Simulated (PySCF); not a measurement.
# La(SH)3(H2O): how tightly the ligands are held

Aim: take one ligand of each kind off La(SH)3(H2O), with both parts rigid, and scan its distance from the metal. The species was built from a template and needn't be a known compound.

Method: PBE0, La def2-SVP with ECP46, S def2-SVP, H def2-SVP, O def2-SVP; scalar-relativistic core potentials, no spin–orbit coupling; program: PySCF 2.14.0.

1 further run of the same task is left out (for a known fault of the program).

## (1) The system as given

10 atoms, charge 0, spin multiplicity 1.

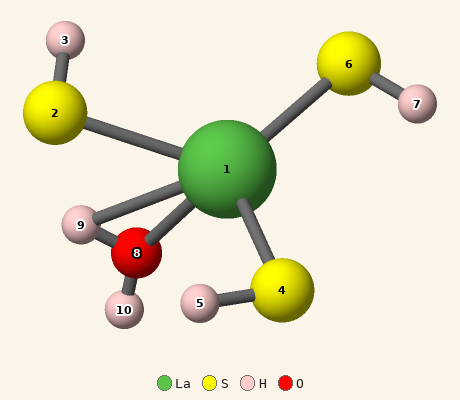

The geometry (lanthanum green, sulfur yellow, hydrogen pink, oxygen red); atoms are numbered from 1 in the order of the file.

As a file:

```
La   -0.0971   -0.4389    0.0216
S     0.6993    1.8830    1.3386
H     1.9160    1.9658    0.7509
S    -2.2087   -1.8019    1.0801
H    -2.4902   -0.7932    1.9398
S     1.7032   -1.8160   -1.4970
H     1.0091   -2.9784   -1.4460
O    -1.1104    1.5468   -1.1911
H    -0.7318    2.2199   -0.5839
H    -1.9101    1.9042   -1.5940
```

Formal oxidation states: La +3. An earlier session relaxed this geometry at PBE0, La def2-SVP with ECP46, S def2-SVP, H def2-SVP, O def2-SVP (singlet, point group C1).

## (2) SH taken off

The ligand (atoms 2, 3) keeps its formal charge and a closed shell where it can; ligand and rest are solved at the complex's geometry, in vacuum, with the settings of the relaxation.

| part | charge | state | energy (Eh) |
| --- | --- | --- | --- |
| complex | 0 | singlet | -1303.649530 |
| ligand | -1 | singlet | -398.520644 |
| rest | 1 | singlet | -904.814209 |

It took 1.9 s on 2 threads of Arm Neoverse V1, shared host.

## (3) Rigid scan of SH

Atoms 2, 3 move together along the line from atom 1; the distance is to the donor, the donors' midpoint or the ring centre. Each point starts from the density of the one before.

| distance (Å) | energy from the relaxed point (eV) |
| --- | --- |
| 2.49 | 0.491 |
| 2.59 | 0.195 |
| 2.69 | 0.044 |
| 2.79 | 0.000 |
| 2.89 | 0.035 |
| 2.99 | 0.127 |
| 3.19 | 0.421 |
| 3.49 | 0.991 |
| 3.89 | 1.783 |
| 4.39 | 2.647 |

Run time: 24 s. Hardware: 2 threads of Arm Neoverse V1, shared host.

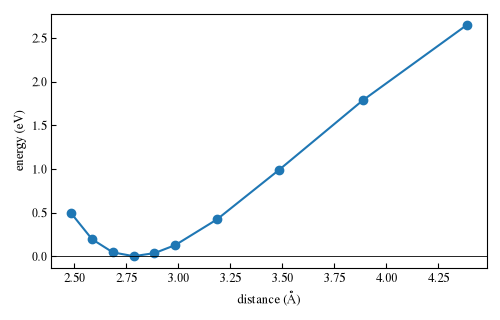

Energy along the rigid scan of SH.

## (4) H2O taken off

The ligand (atoms 8, 9, 10) keeps its formal charge and a closed shell where it can; ligand and rest are solved at the complex's geometry, in vacuum, with the settings of the relaxation.

| part | charge | state | energy (Eh) |
| --- | --- | --- | --- |
| complex | 0 | singlet | -1303.649530 |
| ligand | 0 | singlet | -76.275077 |
| rest | 0 | singlet | -1227.324597 |

It took 1.8 s on 2 threads of Arm Neoverse V1, shared host.

## (5) Rigid scan of H2O

Atoms 8, 9, 10 move together along the line from atom 1; the distance is to the donor, the donors' midpoint or the ring centre. Each point starts from the density of the one before.

| distance (Å) | energy from the relaxed point (eV) |
| --- | --- |
| 2.24 | 0.366 |
| 2.34 | 0.138 |
| 2.44 | 0.029 |
| 2.54 | 0.000 |
| 2.64 | 0.023 |
| 2.74 | 0.077 |
| 2.94 | 0.231 |
| 3.24 | 0.479 |
| 3.64 | 0.745 |
| 4.14 | 0.962 |

It took 22 s on 2 threads of Arm Neoverse V1, shared host.

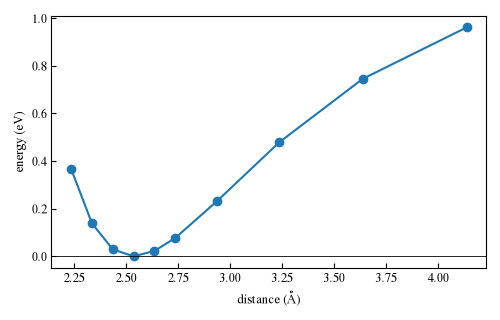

Energy along the rigid scan of H2O.

## (6) What came out

| quantity | value |
| --- | --- |
| taking off SH | 8.56 eV |
| stiffness of the SH contact | 7.9 eV/Å² |
| taking off H2O | 1.36 eV |
| stiffness of the H2O contact | 5.2 eV/Å² |

**Reading.** Taking off SH as a fragment of charge -1 costs 8.56 eV, much of it the attraction of the two charges. Near 2.79 Å the SH contact has a stiffness of about 7.9 eV/Å², and the energy stands 2.65 eV higher at 4.39 Å. Taking off H2O as a fragment of charge +0 costs 1.36 eV. Near 2.54 Å the H2O contact has a stiffness of about 5.2 eV/Å², and the energy stands 0.96 eV higher at 4.14 Å. The free anion is solved without diffuse functions, no counterpoise correction is made, and the parts aren't relaxed; each of these makes the binding look larger. The bases are small and lack diffuse functions. Spin–orbit coupling is left out.
